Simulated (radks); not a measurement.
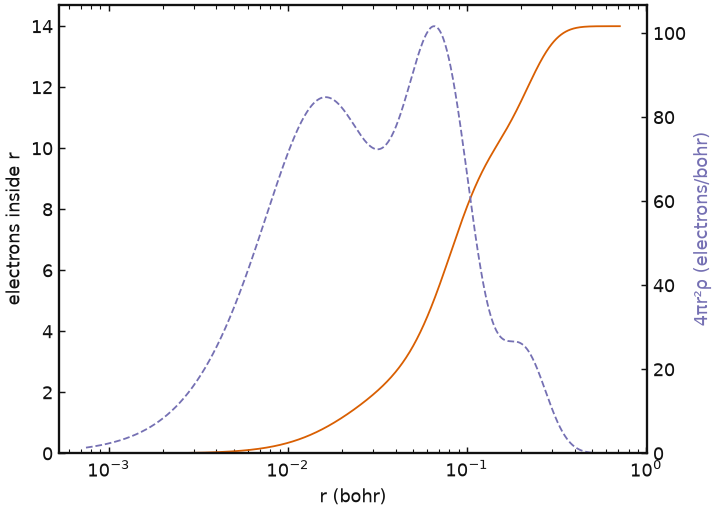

The Ho⁵³⁺ ion; electrons: [Ne] 3s2 3p2 (high spin). Level of theory: non-relativistic Kohn-Sham, LB94 model potential, spin-polarised, spherical densities, point nucleus. Computed with the in-house radial solver radks.

```
Z 67
configuration [Ne] 3s2 3p2
relativity non-relativistic
functional lda,pw
spin polarised
nucleus point
```

The plot shows the number of electrons inside radius r (solid) and the radial density 4πr²ρ (dashed).

Describe it and give its main numbers.

Answer. The count levels off at 14 electrons. Half of them lie within 0.0861 bohr, 90 % within 0.245 bohr and 99 % within 0.368 bohr. The radial density has a minimum at 0.0318 bohr, where the count stands at 2.1; this parts the shells that the density resolves.
